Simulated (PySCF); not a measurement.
Molecule: C₃H₆NO, SMILES C[N]C(C)=O, doublet. Atoms near the plane z = 1.5 Å, at the B3LYP/def2-SVP optimised geometry (x, y, z in Å): C1 (-1.9, 0.4, 0.0), N2 (-0.4, 0.4, 0.0), H7 (-2.2, -0.1, 1.0), H8 (-2.2, 1.4, 0.0), H11 (1.5, -1.4, 0.4).

Level of theory: PySCF with unrestricted B3LYP/def2-TZVP. The values are rescaled to run from 0 to 1.

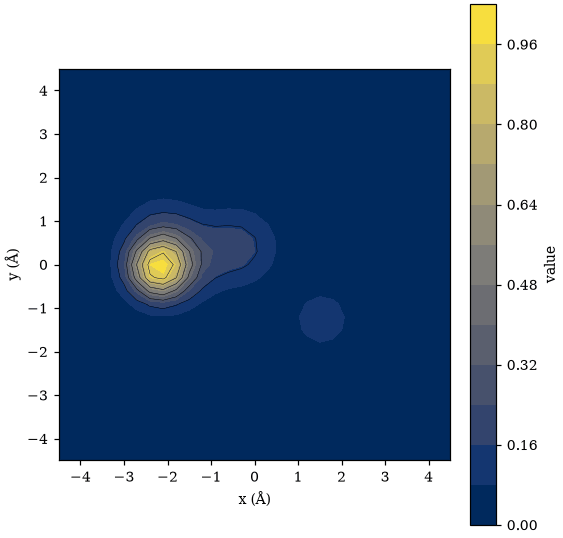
Figure: a field on the plane z = 1.5 Å.

Which quantity is mapped?
(A) spin density
(B) Laplacian of the electron density
(C) an orbital amplitude
(D) electrostatic potential

B, Laplacian of the electron density. In full: Laplacian of the electron density (e/bohr⁵).
